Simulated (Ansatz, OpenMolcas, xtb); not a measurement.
A small benchmark: dipole moment

8 molecules with halogens; the dipole moment in D, computed less measured. Shapes, held fixed at every level: PBE0-D4/def2-TZVP. No vibrational averaging. Dipoles are compared by magnitude; molecules under 1 D, whose direction can flip, are left out. Programs: Ansatz 0.2.0, OpenMolcas 26.06, xtb 6.7.1. Measured values: NIST CCCBDB.

Levels: A = GFN2-xTB; B = SVWN5/aug-cc-pVDZ; C = r2SCAN-D4/def2-TZVPP; D = B3LYP/aug-cc-pVDZ.

```csv
molecule,measured,A,B,C,D
CH2Cl2 (dichloromethane),1.60,+0.18,+0.03,+0.06,+0.07
CH2ClF (SMILES FCCl),1.82,+0.28,-0.06,-0.05,0.00
CH2F2 (difluoromethane),1.97,+0.53,-0.14,-0.17,-0.05
CHBrF2 (bromodifluoromethane),1.50,+1.04,-0.16,-0.14,-0.12
SiH3Cl (chlorosilane),1.31,+0.36,+0.05,-0.09,+0.07
C2H2F2 (vinylidene fluoride),1.38,+0.75,-0.23,-0.34,-0.13
C2H3Br (vinyl bromide),1.42,+1.70,-0.03,+0.03,+0.03
C2H5F (SMILES CCF),1.96,+0.45,-0.08,-0.13,-0.03
```

Q: Which level does best on this set, which worst, and which err to one side?

A: 
```tsv
level	kind	mean error	mean absolute error	worst case
GFN2-xTB	semi-empirical	+0.661	0.661	C2H3Br
SVWN5/aug-cc-pVDZ	LDA	-0.078	0.098	C2H2F2
r2SCAN-D4/def2-TZVPP	meta-GGA	-0.104	0.126	C2H2F2
B3LYP/aug-cc-pVDZ	global hybrid	-0.020	0.062	C2H2F2
```

On this set B3LYP/aug-cc-pVDZ has the smallest mean absolute error and GFN2-xTB the largest. GFN2-xTB is too high in 8 of 8; SVWN5/aug-cc-pVDZ is too low in 6 of 8; r2SCAN-D4/def2-TZVPP is too low in 6 of 8. Relativity is left out for Br. The set is small.

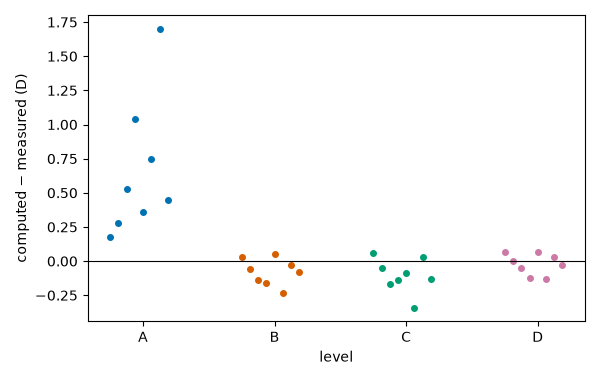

Errors of each level, one point a molecule.
